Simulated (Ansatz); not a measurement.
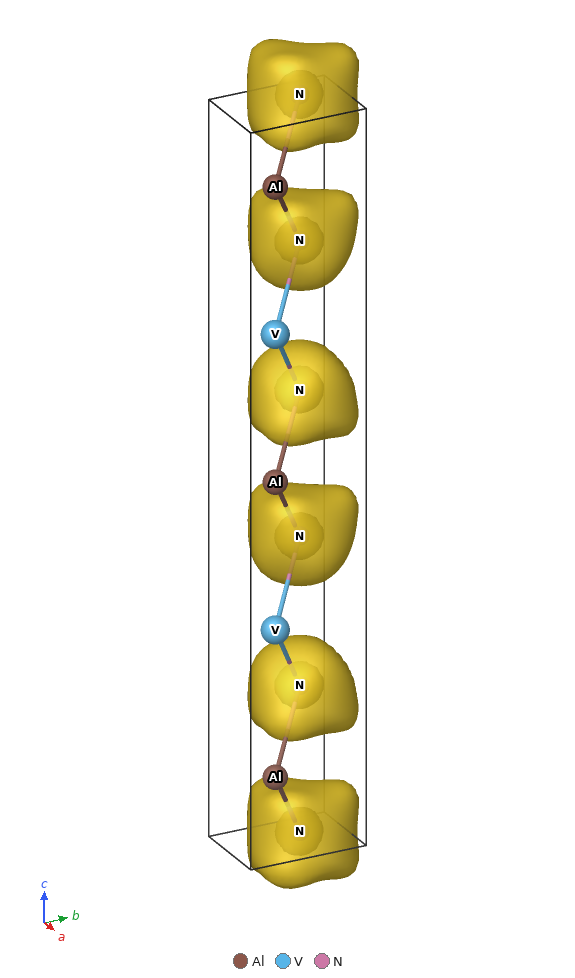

Figure. Al3V2N5. Isosurface of the electron localisation function at 0.65 (yellow), seen slightly off an axis. Core shells and regions of very low density are left out. Sticks mark near contacts.

Space group P-6m2; a structure generated by program, which may or may not match a known phase; computed without spin polarisation.

Method: DFT PBE, scalar-relativistic, plane waves, PAW (Ansatz).

Core electrons are frozen (PAW), and the valence fields are smoothed inside the atomic spheres.

```
Al V N
1.0
     2.80229    0.00000    0.00000
    -1.40114    2.42685    0.00000
     0.00000    0.00000   12.96546
Al V N
3 2 5
Direct
  0.66667 0.33333 0.90051
  0.66667 0.33333 0.09949
  0.66667 0.33333 0.50000
  0.66667 0.33333 0.29946
  0.66667 0.33333 0.70054
  0.33333 0.66667 0.00000
  0.33333 0.66667 0.19819
  0.33333 0.66667 0.40104
  0.33333 0.66667 0.59896
  0.33333 0.66667 0.80181
```

> Identify the bonds, lone pairs and shells in this picture.

At this value the surface marks out five regions on N in which the atom's valence shell and bonds are merged, counted in one cell of 10 atoms. Any copies at cell faces, edges or corners count once. Profiles from the grid: Al–N (2.06 Å): the ELF peaks at about 0.85 in the valence shell of N, 0.7 Å from its nucleus, and is about 0.75 at the midpoint. V–N (2.08 Å): the ELF peaks at about 0.85 in the valence shell of N, 0.7 Å from its nucleus, and is about 0.25 at the midpoint; no shared electron pair shows on this line.
